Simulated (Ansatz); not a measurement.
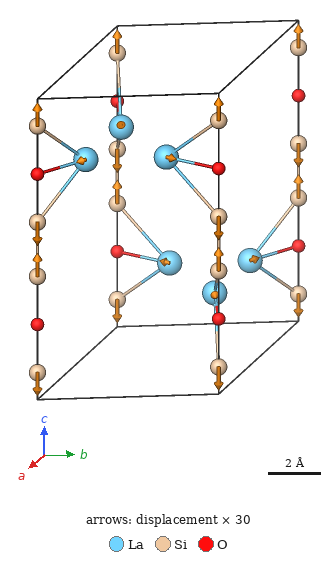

This is a relaxation of solid La₃Si₂O (a generated structure, set up in P6_3/mmc). The starting structure is drawn; orange arrows show the displacements (the part carried along by the change of the cell is left out), 30 times their true length.

A ball-and-stick model of the cell of the calculation, seen from a free direction.

Theory: DFT PBE, scalar-relativistic, plane waves, PAW (Ansatz 0.2.0). Settings: plane-wave cutoff 420 eV; k-point mesh 6 × 6 × 4; occupations gaussian; smearing width 0.1 eV; no spin polarisation; cell and atoms relaxed; force threshold 0.01 eV/Å; at most 80 steps.

Which element moves most?

Answer. Silicon: up to 0.035 Å, against 0.016 Å for lanthanum.

What happened in the run?

Answer. The energy falls by 2.6 meV per atom in 5 accepted moves (6 points after the start). The largest force component goes from 0.077 to 0.00055 eV/Å. The pressure goes from 0.22 to 0.01 GPa. At 1 point the geometry stayed and the basis and grid were re-selected for the new cell (energy shift of 0.2 meV per atom at most each time). The largest moves relative to the cell, 0.035 Å, are those of Si atoms. Largest moves by element: Si 0.035 Å, La 0.016 Å. O stays in place. The drawn cell changes as follows: a = b 7.078 → 7.055 Å (−0.3 %), c 13.100 → 13.400 Å (+2.3 %); the volume changes by +1.6 %. Some distances before and after: La–Si 3.089 → 3.129 Å, La–O 2.272 → 2.249 Å, La–La 3.144 → 3.160 Å, Si–Si 2.363 → 2.347 Å. Among the angles between lasting bonds that change: Si–La–Si 85.3° → 88.1°, La–Si–La 79.1° → 77.0°. The space group stays P6_3/mmc (No. 194).
